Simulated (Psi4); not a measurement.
**ClF (chlorine monofluoride): MP2/cc-pVTZ**

What is the energy change on altering one bond length of ClF (chlorine monofluoride) at MP2/cc-pVTZ? 

The results are computed with Psi4 1.11.

2 further runs of the same task are left out: 1 that didn't finish, 1 set aside as unsound or not needed.

### Step 1. The structure to begin with

ClF has 2 atoms, charge 0, and is taken as a singlet. As SMILES, `FCl`. The coordinates come from a PBE0-D4/def2-TZVP relaxation.

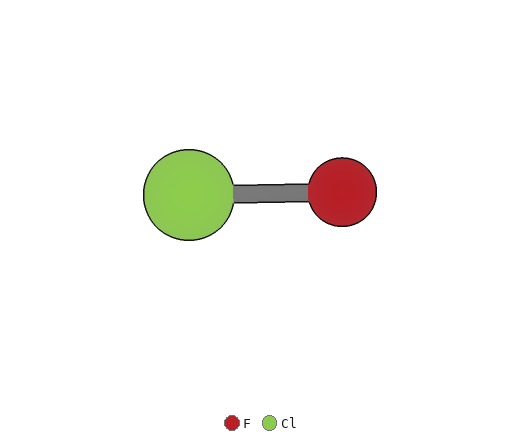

Viewed from a chosen angle; fluorine red, chlorine green.

### Step 2. A single-point energy at MP2/cc-pVTZ

File calc.dat:

```
memory 1.6 GB

molecule m {
  0 1
  F      0.000000     0.000000     0.031290
  Cl     0.000000     0.000000     1.650960
  units angstrom
  symmetry c1
  no_reorient
  no_com
}

set reference rhf
set puream true
set e_convergence 1e-09
set d_convergence 1e-08
set scf_type pk
set num_frozen_docc 6
set mp2_type conv

energy("mp2/cc-pVTZ")
print_variables()
```

On the command line:

```console
$ psi4 -i calc.dat -o calc.out -n 1
```

calc.out:

```text
[...]
  Running in c1 symmetry.
[...]
  Nuclear repulsion =   49.988030421326570
[...]
  Multiplicity = 1
[...]
  Nalpha       = 13
  Nbeta        = 13
[...]
    Number of basis functions: 64
[...]
   @RHF iter   1:  -558.87808329107281   -3.16384e-01   3.88712e-03 ADIIS/DIIS
[...]
   @RHF iter  10:  -558.90131580631601   -2.54659e-11   8.57280e-09 DIIS
[...]
    Orbital Energies [Eh]
    ---------------------
    Doubly Occupied:
       1A   -104.935161     2A    -26.353816     3A    -10.652917
       4A     -8.120371     5A     -8.116240     6A     -8.116240
       7A     -1.641028     8A     -1.103832     9A     -0.725103
      10A     -0.725103    11A     -0.699857    12A     -0.490309
      13A     -0.490309
[...]
  @RHF Final Energy:  -558.90131580631601
   => Energetics <=
    Nuclear Repulsion Energy =             49.9880304213265703
    One-Electron Energy =                -873.4381232116786578
    Two-Electron Energy =                 264.5487769840360670
    Total Energy =                       -558.9013158063160063
[...]
 Multipole Moments:
 ------------------------------------------------------------------------------------
     Multipole            Electronic (a.u.)      Nuclear  (a.u.)        Total (a.u.)
 ------------------------------------------------------------------------------------
 L = 1.  Multiply by 2.5417464519 to convert [e a0] to [Debye]
 Dipole X            :         -0.0000000            0.0000000           -0.0000000
 Dipole Y            :         -0.0000000            0.0000000           -0.0000000
 Dipole Z            :        -53.1045043           53.5698239            0.4653196
 Magnitude           :                                                    0.4653196
[...]
	SCS-MP2 Total Energy (a.u.)        :  -559.33784292881955
	SOS-MP2 Total Energy (a.u.)        :  -559.30062804358636
	SCSN-MP2 Total Energy (a.u.)       :  -559.09781040034704
[...]
	SOS-PI-MP2 Total Energy (a.u.)     :  -559.36718008313142
[...]
	MP2 Total Energy (a.u.)            :  -559.34572065974066
[...]
```

Wall time 6 s (1 thread of AMD EPYC 7R43 (Zen 3), shared host); peak memory 0.42 GiB.

### Step 3. The distorted shape at the same level

File run.py:

```python
import psi4

psi4.set_memory(1600000000)
psi4.set_num_threads(1)
psi4.core.set_output_file('psi4.out', False)

molecule = psi4.geometry("""
0 1
F
Cl 1 2.1056
units angstrom
symmetry c1
no_reorient
no_com
""")

psi4.set_options({
    'puream': True,
    'e_convergence': 1e-09,
    'd_convergence': 1e-08,
    'scf_type': 'pk',
    'num_frozen_docc': 6,
    'mp2_type': 'conv',
})

energy_value, wavefunction = psi4.energy("mp2/cc-pVTZ", molecule=molecule, return_wfn=True)
print('E =', round(energy_value, 9))
```

On the command line:

```console
$ python run.py
```

psi4.out:

```text
[...]
  Running in c1 symmetry.
[...]
  Nuclear repulsion =   38.451801497202702
[...]
  Multiplicity = 1
[...]
  Nalpha       = 13
  Nbeta        = 13
[...]
    Number of basis functions: 64
[...]
   @RHF iter   1:  -558.76674815696265   -6.95590e-01   5.10213e-03 ADIIS/DIIS
[...]
   @RHF iter  11:  -558.81792108564662   -6.82121e-13   2.64418e-09 DIIS
[...]
    Orbital Energies [Eh]
    ---------------------
    Doubly Occupied:
       1A   -104.972022     2A    -26.342582     3A    -10.686597
       4A     -8.153217     5A     -8.149589     6A     -8.149589
       7A     -1.540854     8A     -1.123228     9A     -0.661426
      10A     -0.661426    11A     -0.574676    12A     -0.534809
      13A     -0.534809
[...]
  @RHF Final Energy:  -558.81792108564662
   => Energetics <=
    Nuclear Repulsion Energy =             38.4518014972027018
    One-Electron Energy =                -850.3697931022237526
    Two-Electron Energy =                 253.1000705193743556
    Total Energy =                       -558.8179210856467307
[...]
 Multipole Moments:
 ------------------------------------------------------------------------------------
     Multipole            Electronic (a.u.)      Nuclear  (a.u.)        Total (a.u.)
 ------------------------------------------------------------------------------------
 L = 1.  Multiply by 2.5417464519 to convert [e a0] to [Debye]
 Dipole X            :         -0.0000000            0.0000000           -0.0000000
 Dipole Y            :         -0.0000000            0.0000000           -0.0000000
 Dipole Z            :          0.3273074            0.6085072            0.9358146
 Magnitude           :                                                    0.9358146
[...]
	SCS-MP2 Total Energy (a.u.)        :  -559.28867639048497
	SOS-MP2 Total Energy (a.u.)        :  -559.25090366814686
	SCSN-MP2 Total Energy (a.u.)       :  -559.01736105959151
[...]
	SOS-PI-MP2 Total Energy (a.u.)     :  -559.32306743189690
[...]
	MP2 Total Energy (a.u.)            :  -559.29205807141091
[...]
```

On the terminal:

```text
E = -559.292058071
```

Wall time 5.7 s (1 thread of AMD EPYC 7R43 (Zen 3), shared host); peak memory 0.42 GiB.

### Step 4. Outcome

Level: MP2/cc-pVTZ, 6 core orbitals frozen.

| quantity | value |
| --- | --- |
| first shape: total energy | -559.34572 Eh |
| first shape: HOMO energy (Hartree–Fock orbitals) | -13.34 eV |
| first shape: LUMO energy (Hartree–Fock orbitals) | 1.89 eV |
| first shape: HOMO–LUMO gap (Hartree–Fock orbitals) | 15.23 eV |
| first shape: correlation energy (6 core orbitals frozen) | -444.4 mEh |
| distorted shape: total energy | -559.29206 Eh |
| distorted shape: HOMO energy (Hartree–Fock orbitals) | -14.55 eV |
| distorted shape: LUMO energy (Hartree–Fock orbitals) | -2.45 eV |
| distorted shape: HOMO–LUMO gap (Hartree–Fock orbitals) | 12.10 eV |
| distorted shape: correlation energy (6 core orbitals frozen) | -474.1 mEh |
| energy change with the F1–Cl2 bond stretched from 1.620 to 2.106 Å | 1.460 eV |

**Reading.** With the F1–Cl2 bond stretched from 1.620 to 2.106 Å the energy rises by 1.46 eV (141 kJ/mol). The first shape isn't relaxed at this level, so the change isn't measured from a minimum.
